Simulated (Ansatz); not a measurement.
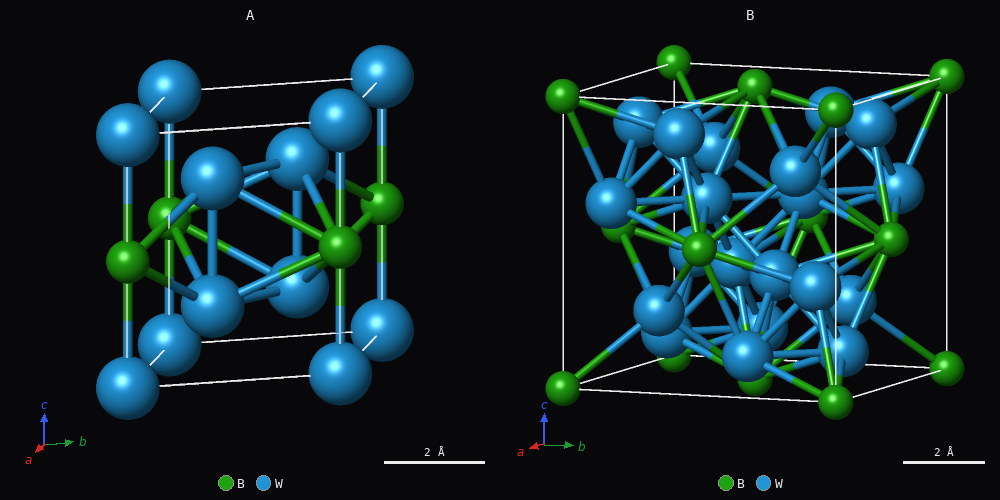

Two structures of BW5, each relaxed to rest (conventional cells in solid outline, small ones repeated, not to one scale). Method: DFT PBE, scalar-relativistic, plane waves, PAW (Ansatz 0.2.0), without spin polarisation.

### What are A and B?

A: 6 atoms a cell on a primitive hexagonal lattice, P6/mmm. B: 24 atoms a cell on a face-centred cubic lattice, F-43m.

### Which polymorph is favoured?

A is lower, by 199 meV/atom at this level of theory (energies at zero smearing). Volumes: A 15.4, B 16.3 Å³/atom.

One or both may be structure types tried for this composition rather than known phases.
